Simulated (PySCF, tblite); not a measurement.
# C3H13PSi2: dynamics, then NMR shifts on frames, part 2 of 2

tblite 0.8.0 and PySCF 2.14.0. Atoms count from 0.

## Step 5: NMR shieldings: 625 fs, PBE0/pcSseg-1

Job settings and geometry (Å):

```
{"job": {"kind": "nmr", "xc": "PBE0", "basis": "pcSseg-1", "pop": false}, "charge": 0, "multiplicity": 1}
C     -0.529100    -1.575800    -0.584800
C     -1.119700    -0.284100    -0.180200
C     -2.372700    -0.487800     0.617700
Si    -0.025300     0.924600     0.752500
P      1.677300     1.441200    -0.510800
Si     3.373600    -0.043500     0.227900
H     -1.338700    -2.246200    -0.993700
H      0.333900    -1.510000    -1.311100
H     -0.045700    -2.156900     0.284100
H     -1.358100     0.003100    -1.274500
H     -2.136400    -1.029400     1.502900
H     -2.931000     0.364400     0.909700
H     -3.001800    -1.076800    -0.048800
H     -0.721400     2.128200     0.799800
H      0.336000     0.323200     2.033700
H      1.898300     2.496600     0.492900
H      4.629100     0.752700     0.341900
H      3.670400    -1.167800    -0.748800
H      2.930700    -0.500000     1.570900
```

With the program's defaults for keys left out, this is: GIAO PBE0/pcSseg-1 NMR shielding, non-relativistic, gas phase.

Output:

```text
coarse grid: 16192 points
cycle   1  E = -1041.7957259237  dE =  1.591e-01  |g| = 3.984e-01  |ddm| = 3.719e+00
cycle   2  E = -1041.7765011483  dE =  1.922e-02  |g| = 4.821e-01  |ddm| = 9.091e-01
cycle   3  E = -1041.8399288813  dE = -6.343e-02  |g| = 4.274e-02  |ddm| = 5.262e-01
cycle   4  E = -1041.8402680149  dE = -3.391e-04  |g| = 2.001e-02  |ddm| = 6.098e-02
cycle   5  E = -1041.8403672749  dE = -9.926e-05  |g| = 3.498e-03  |ddm| = 2.398e-02
cycle   6  E = -1041.8403700773  dE = -2.802e-06  |g| = 4.340e-04  |ddm| = 4.847e-03
final grid: 139240 points
cycle   7  E = -1041.8742626722  dE = -2.948e-05  |g| = 6.892e-03  |ddm| = 2.751e-02
cycle   8  E = -1041.8742548791  dE =  7.793e-06  |g| = 8.757e-03  |ddm| = 1.471e-02
cycle   9  E = -1041.8742750755  dE = -2.020e-05  |g| = 5.531e-04  |ddm| = 8.483e-03
cycle  10  E = -1041.8742751396  dE = -6.410e-08  |g| = 1.749e-04  |ddm| = 6.316e-04
cycle  11  E = -1041.8742751467  dE = -7.099e-09  |g| = 3.181e-05  |ddm| = 1.678e-04
cycle  12  E = -1041.8742751469  dE = -2.462e-10  |g| = 6.771e-06  |ddm| = 5.303e-05
converged SCF energy = -1041.8742751469

GIAO shielding tensors (ppm)
atom      isotropic    diamagn.    paramagn.     s11        s22        s33       span
  0 C      154.873     250.022     -95.149    139.927    147.062    177.629     37.702
  1 C      166.130     251.067     -84.937    131.868    176.599    189.923     58.055
  2 C      166.542     246.817     -80.276    145.615    163.213    190.796     45.181
  3 Si     377.679     883.080    -505.400    336.104    374.384    422.550     86.447
  4 P      613.237     968.817    -355.580    505.384    630.030    704.297    198.913
  5 Si     408.573     878.693    -470.120    372.220    394.461    459.037     86.818
  6 H       29.338      30.423      -1.085     25.169     27.032     35.813     10.645
  7 H       29.066      32.000      -2.934     24.463     28.728     34.007      9.544
  8 H       29.493      31.066      -1.573     25.820     27.947     34.713      8.893
  9 H       28.662      32.084      -3.422     24.342     26.975     34.669     10.327
 10 H       31.574      30.885       0.689     28.030     29.522     37.169      9.139
 11 H       31.041      30.589       0.452     26.339     28.987     37.796     11.457
 12 H       30.279      29.598       0.681     25.123     27.864     37.850     12.727
 13 H       28.082      32.987      -4.905     23.425     27.505     33.315      9.890
 14 H       27.549      31.802      -4.253     23.845     27.112     31.689      7.844
 15 H       29.600      28.817       0.783     23.415     27.462     37.924     14.509
 16 H       26.918      27.455      -0.537     23.186     24.745     32.822      9.637
 17 H       26.767      28.152      -1.385     23.681     24.881     31.739      8.058
 18 H       26.990      28.869      -1.879     23.378     25.995     31.596      8.218
```

Run time: 31 s. Hardware: 1 thread of Intel Xeon Platinum 8488C, shared host; peak memory 0.87 GiB.

Key values: δ C0 32.1, C1 20.8, C2 20.4, Si3 -28.5, H17 4.95, H16 4.80 ppm.

## Step 6: NMR shieldings: 800 fs, PBE0/pcSseg-1

Job settings and geometry (Å):

```
{"job": {"kind": "nmr", "xc": "PBE0", "basis": "pcSseg-1", "pop": false}, "charge": 0, "multiplicity": 1}
C     -0.258600    -1.337200    -0.601800
C     -1.066700    -0.059100    -0.594200
C     -2.537700    -0.140400    -0.311600
Si    -0.331800     1.138700     0.751000
P      1.604100     2.021000     0.000100
Si     3.315600     0.626300     0.220100
H     -0.782500    -2.075200    -1.207800
H      0.771500    -1.153700    -0.934000
H     -0.202400    -1.710600     0.441100
H     -1.032700     0.318700    -1.612600
H     -2.588400    -0.570300     0.678600
H     -3.004300     0.766600    -0.153200
H     -3.051600    -0.776800    -0.994100
H     -1.235600     2.214400     1.213800
H     -0.144300     0.400700     2.026300
H      1.848300     2.614500     1.258600
H      4.412300     1.660900     0.423600
H      3.687200    -0.054600    -0.986400
H      3.187300    -0.253000     1.280100
```

With the program's defaults for keys left out, this is: GIAO PBE0/pcSseg-1 NMR shielding, non-relativistic, gas phase.

Output:

```text
coarse grid: 16192 points
cycle   1  E = -1041.8063685298  dE =  2.240e-01  |g| = 3.921e-01  |ddm| = 3.733e+00
cycle   2  E = -1041.7946491770  dE =  1.172e-02  |g| = 4.481e-01  |ddm| = 8.057e-01
cycle   3  E = -1041.8478670708  dE = -5.322e-02  |g| = 4.544e-02  |ddm| = 4.559e-01
cycle   4  E = -1041.8482854611  dE = -4.184e-04  |g| = 2.124e-02  |ddm| = 6.529e-02
cycle   5  E = -1041.8483959539  dE = -1.105e-04  |g| = 3.144e-03  |ddm| = 2.327e-02
cycle   6  E = -1041.8483981786  dE = -2.225e-06  |g| = 5.678e-04  |ddm| = 4.107e-03
final grid: 139240 points
cycle   7  E = -1041.8823895615  dE = -3.049e-05  |g| = 7.319e-03  |ddm| = 2.679e-02
cycle   8  E = -1041.8823823497  dE =  7.212e-06  |g| = 8.919e-03  |ddm| = 1.513e-02
cycle   9  E = -1041.8824033392  dE = -2.099e-05  |g| = 6.591e-04  |ddm| = 8.765e-03
cycle  10  E = -1041.8824034334  dE = -9.426e-08  |g| = 1.757e-04  |ddm| = 6.980e-04
cycle  11  E = -1041.8824034406  dE = -7.161e-09  |g| = 2.794e-05  |ddm| = 1.528e-04
cycle  12  E = -1041.8824034408  dE = -1.746e-10  |g| = 6.081e-06  |ddm| = 4.816e-05
converged SCF energy = -1041.8824034408

GIAO shielding tensors (ppm)
atom      isotropic    diamagn.    paramagn.     s11        s22        s33       span
  0 C      163.807     250.270     -86.463    151.908    157.072    182.439     30.530
  1 C      169.007     251.446     -82.439    152.213    163.501    191.307     39.094
  2 C      172.013     249.055     -77.042    151.192    168.845    196.001     44.809
  3 Si     369.968     881.575    -511.607    305.879    354.502    449.523    143.643
  4 P      637.666     968.812    -331.146    573.239    588.786    750.973    177.734
  5 Si     429.056     879.437    -450.382    395.895    419.965    471.307     75.412
  6 H       30.254      30.954      -0.700     25.553     27.697     37.510     11.957
  7 H       30.154      32.930      -2.776     24.733     30.097     35.632     10.899
  8 H       30.359      32.010      -1.651     26.848     29.066     35.163      8.316
  9 H       30.514      33.607      -3.093     25.688     30.067     35.787     10.099
 10 H       31.225      31.193       0.031     26.990     29.859     36.825      9.836
 11 H       31.795      31.824      -0.029     26.493     30.555     38.338     11.845
 12 H       31.174      30.180       0.994     26.030     28.062     39.430     13.400
 13 H       27.151      30.715      -3.565     23.326     26.052     32.074      8.748
 14 H       27.188      31.274      -4.086     24.199     26.304     31.059      6.860
 15 H       30.771      29.917       0.854     23.996     28.061     40.257     16.261
 16 H       26.740      27.306      -0.566     22.616     24.725     32.879     10.264
 17 H       28.079      29.481      -1.402     24.785     25.881     33.571      8.786
 18 H       28.372      30.112      -1.740     24.235     26.461     34.421     10.185
```

It took 30 s on 1 thread of Intel Xeon Platinum 8488C, shared host; peak memory 0.84 GiB.

In short: δ C0 23.1, C1 17.9, C2 14.9, Si3 -20.8, H16 4.98, H13 4.57 ppm.

## Step 7: Nuclear shieldings: 1000 fs, PBE0/pcSseg-1

Job settings and geometry (Å):

```
{"job": {"kind": "nmr", "xc": "PBE0", "basis": "pcSseg-1", "pop": false}, "charge": 0, "multiplicity": 1}
C      0.111200    -0.590600    -1.607900
C     -0.944600     0.203800    -0.850000
C     -2.242300    -0.499700    -0.432200
Si    -0.166100     1.181800     0.583700
P      1.878800     2.061100    -0.173000
Si     3.026700     0.126000     0.098800
H     -0.230000    -1.270900    -2.395200
H      0.907900     0.054700    -2.001100
H      0.549000    -1.285300    -0.850300
H     -1.384500     1.035300    -1.428300
H     -2.253900    -1.334700     0.301500
H     -2.938100     0.236900     0.081700
H     -2.804600    -0.816700    -1.285800
H     -1.076000     2.339600     0.569300
H     -0.027900     0.432800     1.847200
H      2.115500     2.376000     1.139200
H      4.380800     0.136000     0.683800
H      2.728500    -0.309300    -1.278800
H      2.289300    -0.741600     1.051600
```

Level: GIAO PBE0/pcSseg-1 NMR shielding, non-relativistic, gas phase.

Output:

```text
coarse grid: 16192 points
cycle   1  E = -1041.8018186927  dE =  8.180e-02  |g| = 3.696e-01  |ddm| = 3.738e+00
cycle   2  E = -1041.7870395915  dE =  1.478e-02  |g| = 4.387e-01  |ddm| = 8.532e-01
cycle   3  E = -1041.8397252175  dE = -5.269e-02  |g| = 4.047e-02  |ddm| = 4.966e-01
cycle   4  E = -1041.8400394172  dE = -3.142e-04  |g| = 1.914e-02  |ddm| = 5.766e-02
cycle   5  E = -1041.8401280127  dE = -8.860e-05  |g| = 3.956e-03  |ddm| = 2.232e-02
cycle   6  E = -1041.8401317549  dE = -3.742e-06  |g| = 6.235e-04  |ddm| = 5.842e-03
final grid: 139240 points
cycle   7  E = -1041.8750397352  dE = -3.926e-05  |g| = 6.889e-03  |ddm| = 3.520e-02
cycle   8  E = -1041.8750324378  dE =  7.297e-06  |g| = 8.603e-03  |ddm| = 1.449e-02
cycle   9  E = -1041.8750520209  dE = -1.958e-05  |g| = 5.850e-04  |ddm| = 8.448e-03
cycle  10  E = -1041.8750520976  dE = -7.669e-08  |g| = 2.015e-04  |ddm| = 8.844e-04
cycle  11  E = -1041.8750521073  dE = -9.701e-09  |g| = 4.036e-05  |ddm| = 1.920e-04
cycle  12  E = -1041.8750521077  dE = -3.783e-10  |g| = 6.387e-06  |ddm| = 6.105e-05
converged SCF energy = -1041.8750521077

GIAO shielding tensors (ppm)
atom      isotropic    diamagn.    paramagn.     s11        s22        s33       span
  0 C      157.623     249.357     -91.733    144.666    153.287    174.917     30.252
  1 C      166.410     250.148     -83.738    158.871    165.777    174.582     15.711
  2 C      167.704     242.734     -75.030    154.334    158.908    189.871     35.536
  3 Si     357.031     880.781    -523.751    298.505    362.340    410.246    111.741
  4 P      674.858     968.775    -293.917    601.366    655.584    767.624    166.257
  5 Si     420.469     881.073    -460.604    344.606    452.198    464.605    119.999
  6 H       30.014      30.092      -0.078     25.538     27.722     36.782     11.244
  7 H       30.016      32.072      -2.056     24.619     30.636     34.792     10.173
  8 H       30.091      32.086      -1.996     26.151     29.722     34.399      8.248
  9 H       29.910      32.076      -2.166     25.281     29.310     35.139      9.858
 10 H       30.189      29.083       1.107     26.315     27.650     36.603     10.287
 11 H       29.479      28.313       1.166     24.738     27.611     36.088     11.351
 12 H       30.682      28.763       1.918     25.522     27.858     38.664     13.143
 13 H       26.764      30.640      -3.877     22.798     25.540     31.953      9.155
 14 H       27.168      30.297      -3.129     23.099     26.400     32.006      8.908
 15 H       31.765      30.960       0.805     25.841     27.800     41.655     15.814
 16 H       27.150      29.365      -2.215     23.618     24.274     33.559      9.941
 17 H       26.475      30.644      -4.169     21.682     27.429     30.315      8.634
 18 H       27.433      31.076      -3.643     23.253     27.887     31.159      7.905
```

Wall time 31 s (1 thread of Intel Xeon Platinum 8488C, shared host); peak memory 0.84 GiB.

In short: δ C0 29.3, C1 20.5, C2 19.2, Si3 -7.9, H17 5.24, H13 4.95 ppm.

## Step 8: Comparing the runs: NMR shifts

Shifts (ppm) of some atoms, chosen among heavy atoms and hydrogens apart, with basis size and wall time:

| frame | C2 | C1 | H11 | H15 | Si3 | Si5 | P4 | functions | time |
| --- | --- | --- | --- | --- | --- | --- | --- | --- | --- |
| 250 fs | 26.4 | 21.4 | 0.89 | -0.14 | -20.4 | -78.2 | -321.1 | 188 | 40 s |
| 425 fs | 19.2 | 28.3 | -0.09 | -1.32 | -16.7 | -65.8 | -355.5 | 188 | 39 s |
| 625 fs | 20.4 | 20.8 | 0.68 | 2.12 | -28.5 | -59.4 | -294.9 | 188 | 31 s |
| 800 fs | 14.9 | 17.9 | -0.08 | 0.95 | -20.8 | -79.9 | -319.3 | 188 | 30 s |
| 1000 fs | 19.2 | 20.5 | 2.24 | -0.05 | -7.9 | -71.3 | -356.5 | 188 | 31 s |

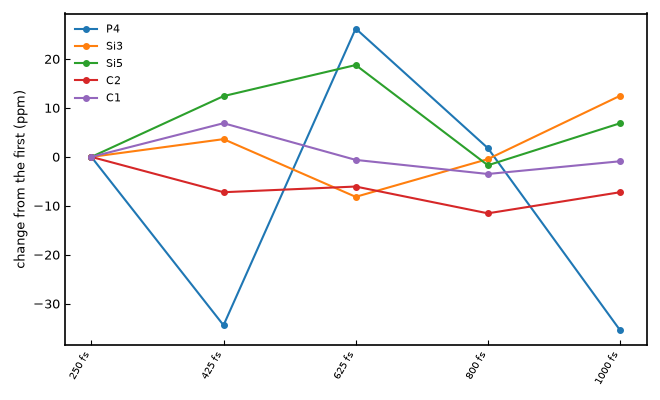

How five of the tabulated atoms move from run to run.

## Step 9: Summary of results

This closing draws on all 2 parts.

```
                                        quantity                                                                              value
                                      thermostat                                                                              400 K
                   mean temperature, second half                                                                              475 K
         mean potential energy above the minimum                                                                            1.04 eV
  13C shifts against TMS (PBE0/pcSseg-1, 250 fs)                                                               26.4, 26.4, 21.4 ppm
   1H shifts against TMS (PBE0/pcSseg-1, 250 fs)  5.02, 5.02, 4.58, 4.40, 4.39, 2.49, 2.06, 1.92, 1.49, 1.45, 0.89, 0.75, -0.14 ppm
 29Si shifts against TMS (PBE0/pcSseg-1, 250 fs)                                                                   -20.4, -78.2 ppm
31P shifts against H3PO4 (PBE0/pcSseg-1, 250 fs)                                                                         -321.1 ppm
                        range of the shift of P4                                                               -356.5 to -294.9 ppm
```

What this shows: In the second half the potential energy averages 1.04 eV above the minimum; equipartition over 51 harmonic modes at 400 K would give 0.88 eV. With 19 atoms the temperature swings widely (176 to 589 K). Shifts at one fixed geometry are not the observed spectrum, which averages over the motion. In the first frame run (250 fs): The widest tensor belongs to P4: span 160 ppm, with a paramagnetic part of -331 ppm. Across the 5 runs the shift of P4 moves most, between -356.5 (1000 fs) and -294.9 ppm (625 fs).
